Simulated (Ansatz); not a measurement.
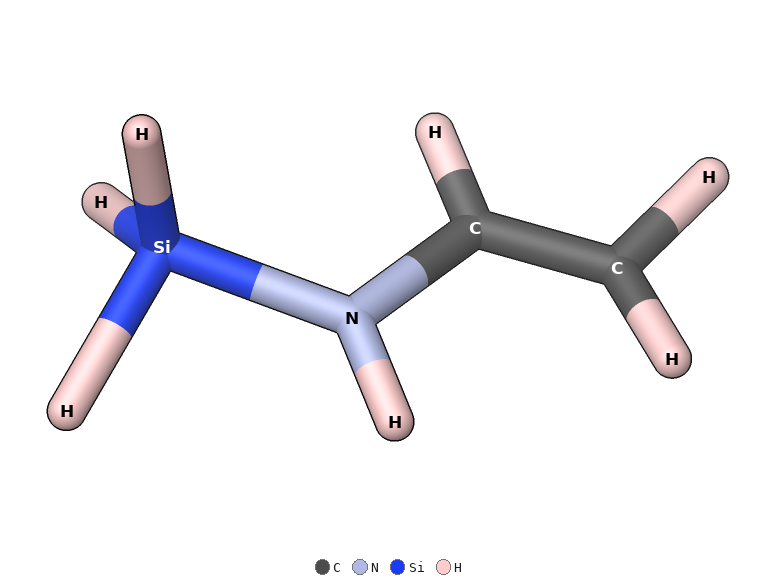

Starting geometry of the run.

The calculation was set up as follows.

```yaml
crystal:
  periodic: [false, false, false]
  atoms:
    - {symbol: C, position_ang: [-0.372115, 2.003198, -0.229798]}
    - {symbol: C, position_ang: [-0.552734, 0.828431, 0.166586]}
    - {symbol: N, position_ang: [0.385913, -0.273224, -0.327600]}
    - {symbol: Si, position_ang: [0.063163, -1.836481, 0.335224]}
    - {symbol: H, position_ang: [0.425703, 2.409623, -0.882018]}
    - {symbol: H, position_ang: [-1.017215, 2.846834, 0.355680]}
    - {symbol: H, position_ang: [-1.158603, 0.552791, 0.889082]}
    - {symbol: H, position_ang: [0.991135, 0.017965, -1.125045]}
    - {symbol: H, position_ang: [0.803556, -2.749529, -0.862428]}
    - {symbol: H, position_ang: [0.902668, -1.943746, 1.508491]}
    - {symbol: H, position_ang: [-1.080309, -2.312750, 0.518029]}
basis:
  gaussian: {orbitals: aug-cc-pVDZ}
hamiltonian: {xc: {name: SPW92}}
output: {forces: true}
```

Command:

```sh
ansatz run in.yaml --threads 2 --pin off --events-out ev --progress --plain --max-ram 22528MiB --backend cpu
```

Result:

```
Functional definition: SPW92
  name "SPW92"
  cite "Dirac, Proc. Camb. Phil. Soc. 26, 376 (1930) doi:10.1017/S0305004100016108"
  cite "Slater, Phys. Rev. 81, 385 (1951) doi:10.1103/PhysRev.81.385"
  cite "Perdew & Wang, Phys. Rev. B 45, 13244 (1992) doi:10.1103/PhysRevB.45.13244"
  exchange = slater_x
  correlation = pw_c
1479 factors; their error is unknown
mean field evaluation 1: about -11473.4527 eV, gradient 7.7e1 eV
mean field evaluation 2: about -11398.8590 eV, gradient 1.6e2 eV
mean field evaluation 4: about -11486.8206 eV, gradient 2.5e1 eV
mean field evaluation 8: about -11488.3571 eV, gradient 1.4e-1 eV
mean field evaluation 16: about -11488.2933 eV, gradient 8.7e-4 eV
mean field -11488.29332109 eV, -422.1869925050 hartree, gradient 1.9e-5 eV, S^2 0.000000; 0 other end points of the search recorded, 0 dependent functions left out
the calculation of the forces begins
reference -11488.29342589 eV, -422.1869963563 hartree; 20, 20 occupied and 139, 139 virtual orbitals, 1479 factors
Total energy: -11488.29342589 eV, -422.1869963563 hartree
Atom 0 at    -0.372115     2.003198    -0.229798 Å, force    -0.980341     8.252036     0.128749 eV/Å
Atom 1 at    -0.552734     0.828431     0.166586 Å, force     6.074887    -5.896321    -3.832007 eV/Å
Atom 2 at     0.385913    -0.273224    -0.327600 Å, force    -2.934948     2.922805     0.850841 eV/Å
Atom 3 at     0.063163    -1.836481     0.335224 Å, force     8.534098     0.878637    -3.841902 eV/Å
Atom 4 at     0.425703     2.409623    -0.882018 Å, force    -0.263254    -0.364384    -0.036108 eV/Å
Atom 5 at    -1.017215     2.846834     0.355680 Å, force     1.290432    -1.622280    -1.541868 eV/Å
Atom 6 at    -1.158603     0.552791     0.889082 Å, force    -3.645290    -1.733450     3.980818 eV/Å
Atom 7 at     0.991135     0.017965    -1.125045 Å, force    -0.591605    -0.526899     0.646471 eV/Å
Atom 8 at     0.803556    -2.749529    -0.862428 Å, force    -0.853437     0.680694     1.473088 eV/Å
Atom 9 at     0.902668    -1.943746     1.508491 Å, force     0.448269    -0.323060     1.182961 eV/Å
Atom 10 at    -1.080309    -2.312750     0.518029 Å, force    -7.078812    -2.267779     0.988956 eV/Å
Dipole moment:    -0.087862     0.121257     0.029692 e Å
```

The calculation finished and met its thresholds.
